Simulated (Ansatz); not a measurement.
**Si3Ge5: density, localisation and related maps**

```
CELL_PARAMETERS angstrom
0.00000 5.63813 -5.63813
0.00000 5.63813 5.63813
5.63813 0.00000 0.00000
ATOMIC_POSITIONS crystal
Si 0.00000 0.25309 0.00304
Si 0.50000 0.75309 0.00304
Si 0.50000 0.24691 0.00304
Si 0.00000 0.74691 0.00304
Ge 0.25312 0.00000 0.49685
Ge 0.75312 0.50000 0.49685
Ge 0.74688 0.00000 0.49685
Ge 0.24688 0.50000 0.49685
Si 0.50000 0.00000 0.24376
Si 0.00000 0.50000 0.24376
Ge 0.00000 0.00000 0.24366
Ge 0.50000 0.50000 0.24366
Ge 0.25000 0.25000 0.75640
Ge 0.75000 0.75000 0.75640
Ge 0.75000 0.25000 0.75640
Ge 0.25000 0.75000 0.75640
```

Space group Cmm2; a generated structure, not necessarily the stable one.

Level of theory: DFT PBE, scalar-relativistic, plane waves, PAW in Ansatz.

The density is the valence pseudo-density of a PAW calculation; it isn't the true density close to the nuclei.

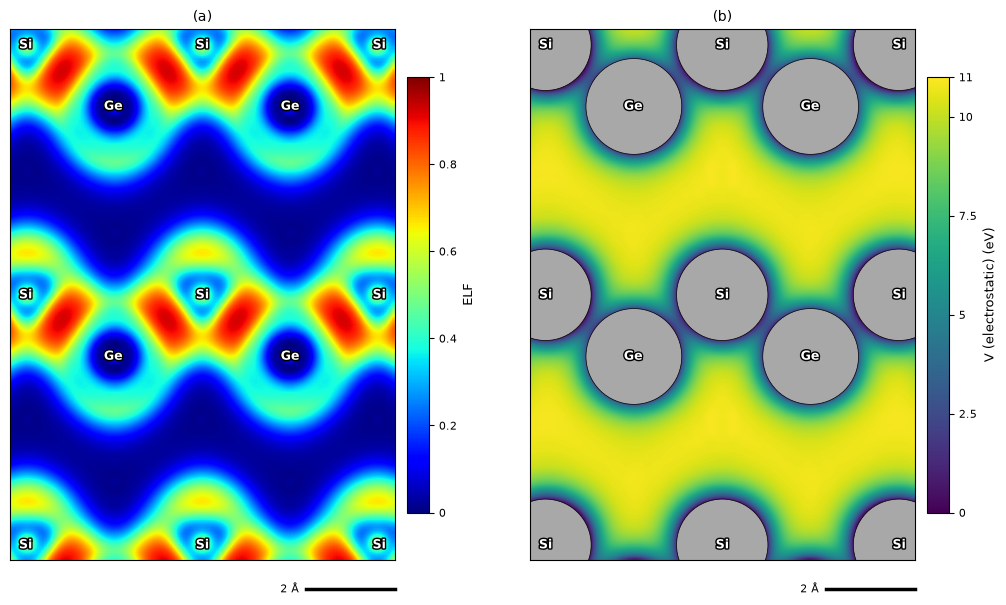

Figure 1. (a) ELF; (b) electrostatic potential energy of an electron on the (010) plane of the conventional cell. Grey discs cover the atomic cores in the potential map.

Describe what can be read from this map.

The plane passes through Si and Ge nuclei.
Si–Ge (2.43 Å): the ELF peaks at about 0.95 between the atoms, as expected for a covalent bond.
Outside the cores the potential energy rises away from the atoms and is highest about 2.3 Å from the nearest atoms; its zero is arbitrary.

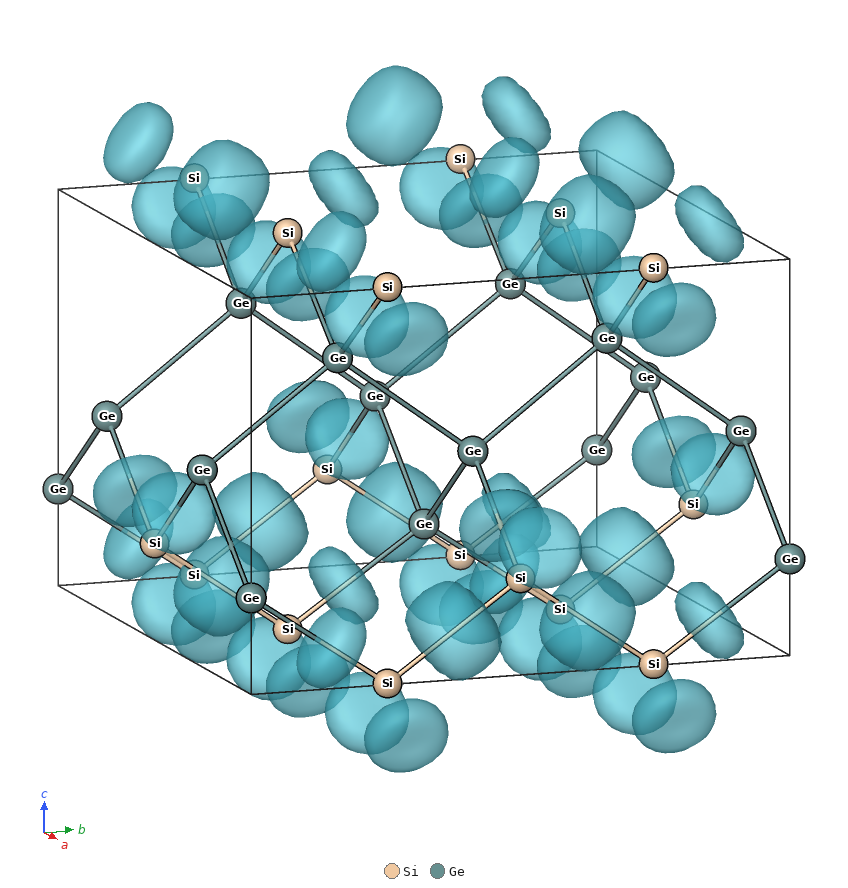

Figure 2. Isosurface of the ELF at 0.8 (cyan), seen slightly off an axis. Core shells and regions of very low density are left out. Sticks mark near contacts.

Where are the electrons localised?

The surface consists of 16 regions between bonded Ge–Si atoms (shared pairs) and four regions between bonded Si–Si atoms (shared pairs), counted in one cell of 16 atoms. Regions shared between cells count once.


Si–Si (2.39 Å): the ELF peaks at about 0.95 between the atoms; localised, covalent bonding.
